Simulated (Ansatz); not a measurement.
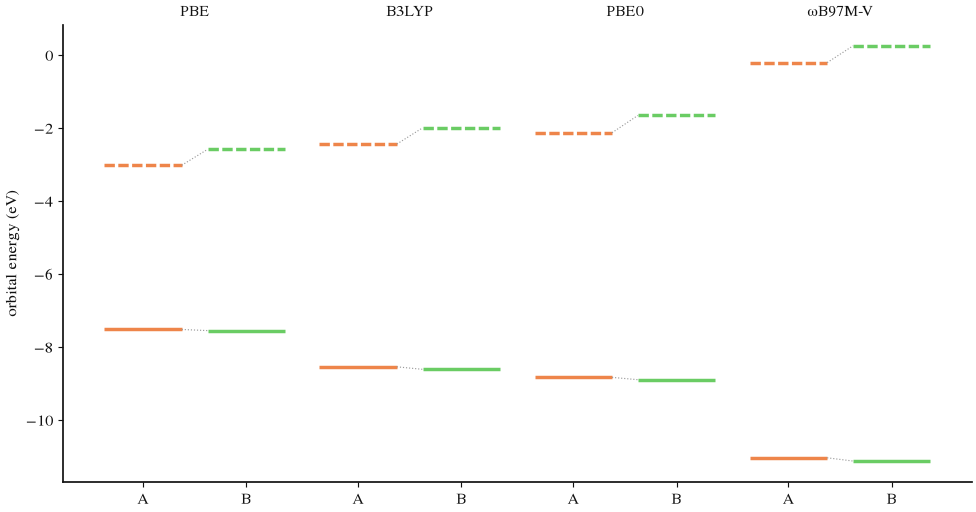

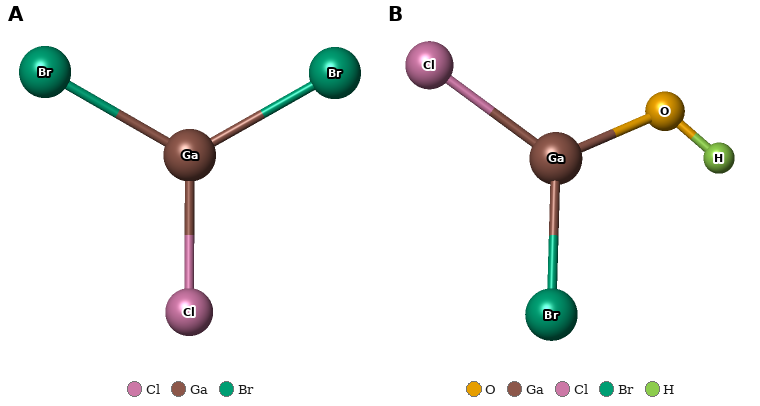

One change: A, GaBr₂Cl (SMILES [Cl][Ga]([Br])[Br]), becomes B, GaHOBrCl (SMILES [OH][Ga]([Cl])[Br]). Br on Ga is replaced by OH. HOMO (solid) and LUMO (dashed) computed in def2-TZVPP at PBE0-D4/def2-TZVP geometries, both minima by their frequencies, gas phase, the Ansatz code. Empty levels above zero depend strongly on the basis.

What does the change do to HOMO and LUMO?

Answer. PBE: the HOMO falls by 0.03 eV, the LUMO rises by 0.44 eV, and the separation goes from 4.50 to 4.97 eV. B3LYP: the HOMO falls by 0.07 eV, the LUMO rises by 0.45 eV, and the separation goes from 6.10 to 6.62 eV. PBE0: the HOMO falls by 0.06 eV, the LUMO rises by 0.47 eV, and the separation goes from 6.70 to 7.24 eV. ωB97M-V: the HOMO falls by 0.09 eV, the LUMO rises by 0.46 eV, and the separation goes from 10.83 to 11.38 eV.

Do the functionals agree on the effect?

Answer. They agree on the direction for both levels; the HOMO shift lies between −0.09 and −0.03 eV and the LUMO shift between 0.44 and 0.47 eV, while the separations themselves differ by up to 6.4 eV between functionals.
